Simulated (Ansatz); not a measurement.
**HgSe (zinc blende): energy over volume and axial ratio**

HgSe (zinc blende), conventional cell a = b = c = 6.260 Å, α = β = γ = 90.00°. The calculation uses the primitive cell of 2 atoms, to which meshes and values per cell refer.

The relaxed cell is deformed in two ways at once: its volume V is scaled, and at that volume it is stretched along z (the c axis of the conventional cell) so that c/a changes. Fractional atomic positions are held.

Computed with PBE (plane waves to 420 eV, PAW, scalar-relativistic; Ansatz, a quantum-chemistry and plane-wave program). k mesh 13×13×13 (Γ-centred), Fermi-Dirac smearing 0.05 eV. E stands for the smeared free energy. Compression counts positive. With partly filled bands, the response to shear is sensitive to the k mesh, so small differences along c/a are uncertain. At this level the bands of HgSe touch or barely overlap. HgSe was relaxed with its symmetry unable to fall. Spin-orbit coupling is left out, though Hg is heavy. The relaxed volume of HgSe is well above the measured one; the method has no dispersion term. The zero of ΔE is the relaxed starting cell.

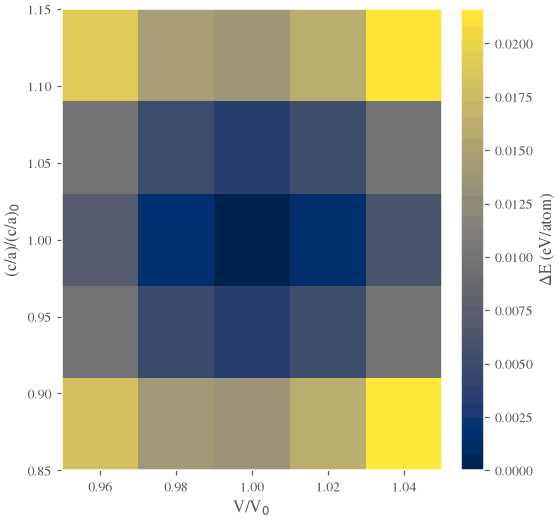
*ΔE (eV/atom) over the 5×5 grid of computed points.*

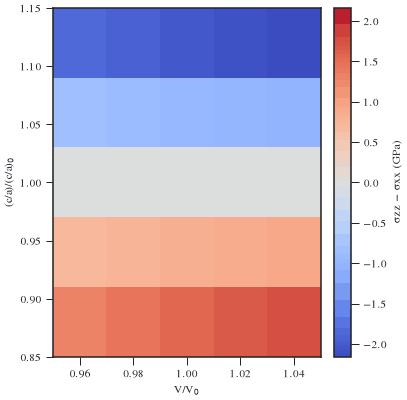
Figure: σzz − σxx (GPa) over the 5×5 grid of computed points.

The shear modulus C′ = (C11 − C12)/2 (fit, atoms clamped) comes out as 7.4 GPa. Lowest place on the grid: V/V₀ = 1.000, (c/a)/(c/a)₀ = 1.000 (0 meV/atom). Highest place on the grid: V/V₀ = 1.040, (c/a)/(c/a)₀ = 0.880 (22 meV/atom).

Near the relaxed cell σzz − σxx = −2Cδ (compression positive), C being this modulus and δ the logarithm of the ratio.

(Under strain, the slope of the energy per volume gives the stress and its curvature an elastic modulus.)
